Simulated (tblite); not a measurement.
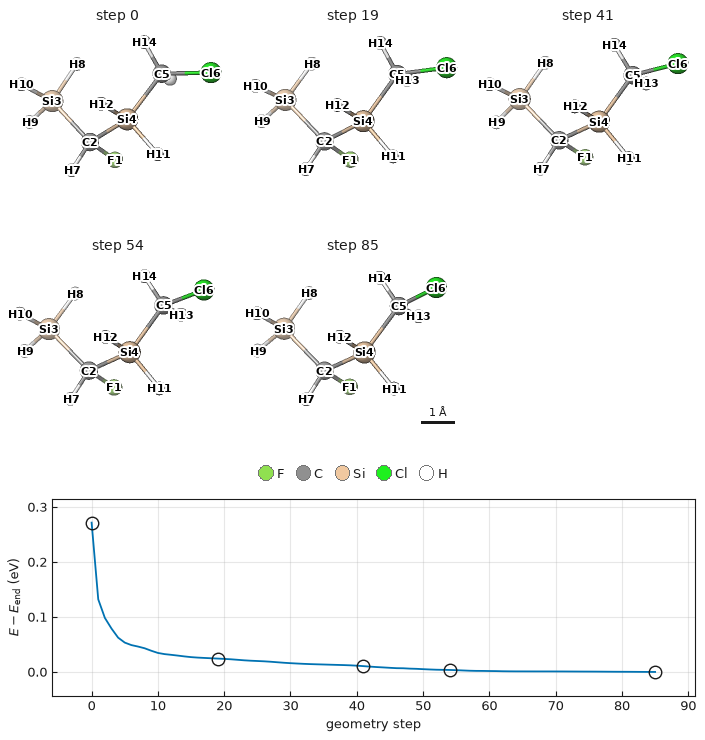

Frames of a relaxation of C2H8ClFSi2, marked on the history of the run. The picture is a ball-and-stick view, seen at a tilt.

Level of theory: tblite 0.8.0, GFN2-xTB geometry optimisation, gas phase. 

Question: Describe the path.

Answer: The energy falls by 0.272 eV in 85 geometry steps. The largest move after the best rigid fit is that of Cl6, 0.60 Å. Largest moves by element: Cl 0.60 Å, H 0.50 Å, Si 0.13 Å, F 0.11 Å, C 0.10 Å. Some distances before and after: C2–Si3 1.840 → 1.921 Å, C2–Si4 1.860 → 1.919 Å, Si4–C5 1.858 → 1.908 Å, C2–H7 1.123 → 1.095 Å. Bond angles that change, for instance: C2–Si4–C5 112.8° → 107.1°, C2–Si3–H10 112.3° → 106.7°, Si3–C2–Si4 113.4° → 118.9°. Groups turn about Si4–C5 by about 25°. From step 0 to 19: Cl6 moves most (0.15 Å), energy −0.247 eV. From step 19 to 41: Cl6 moves most (0.21 Å), energy −0.014 eV. From step 41 to 54: Cl6 moves most (0.20 Å), energy −0.007 eV. From step 54 to 85: Cl6 moves most (0.12 Å), energy −0.004 eV.

| step | E − E(0), eV |
| --- | --- |
| 0 | 0.0000 |
| 1 | -0.1395 |
| 2 | -0.1733 |
| 3 | -0.1926 |
| 4 | -0.2092 |
| 5 | -0.2182 |
| 6 | -0.2227 |
| 7 | -0.2254 |
| 8 | -0.2285 |
| 9 | -0.2330 |
| 10 | -0.2370 |
| 14 | -0.2433 |
| 18 | -0.2466 |
| 22 | -0.2494 |
| 26 | -0.2522 |
| 30 | -0.2556 |
| 34 | -0.2577 |
| 38 | -0.2591 |
| 42 | -0.2619 |
| 46 | -0.2647 |
| 49 | -0.2659 |
| 53 | -0.2677 |
| 57 | -0.2693 |
| 61 | -0.2700 |
| 65 | -0.2705 |
| 69 | -0.2706 |
| 73 | -0.2708 |
| 77 | -0.2710 |
| 81 | -0.2713 |
| 85 | -0.2715 |
